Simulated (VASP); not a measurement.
```yaml
crystal:
  lattice:
    - [5.11856, 0.00000, 0.00745]
    - [0.00000, 3.05122, 0.00000]
    - [-0.00859, 0.00000, 5.87068]
  atoms:
    - { symbol: Fe, position: [0.50000, 0.50000, 0.50000] }
    - { symbol: Ni, position: [0.00000, 0.00000, 0.00000] }
    - { symbol: As, position: [0.31728, 0.50000, 0.13992] }
    - { symbol: As, position: [0.68272, 0.50000, 0.86008] }
    - { symbol: As, position: [0.81167, 0.00000, 0.36678] }
    - { symbol: As, position: [0.18833, 0.00000, 0.63322] }
```

Method: PBEsol GGA, VASP's PBE PAW potentials (set 64) (plane waves; VASP). Run with 400 eV cut-off, 7×11×6 Γ-centred mesh, tetrahedra with Blöchl corrections, potentials Fe Ni As.

The run has a spin-polarised start.

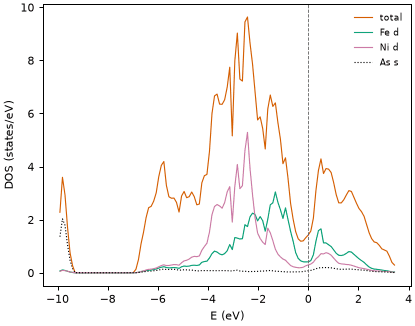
Figure: Total and projected density of states, zero at the Fermi level

Within 2 eV below the Fermi level the largest weight inside VASP's projection spheres is Fe d, then Ni d.

It has no gap at this level: it comes out as a metal or semimetal.

The structure comes from a computed database's FeNiAs4 entry (P2/m); how it stands against other phases isn't given here. It was relaxed first.
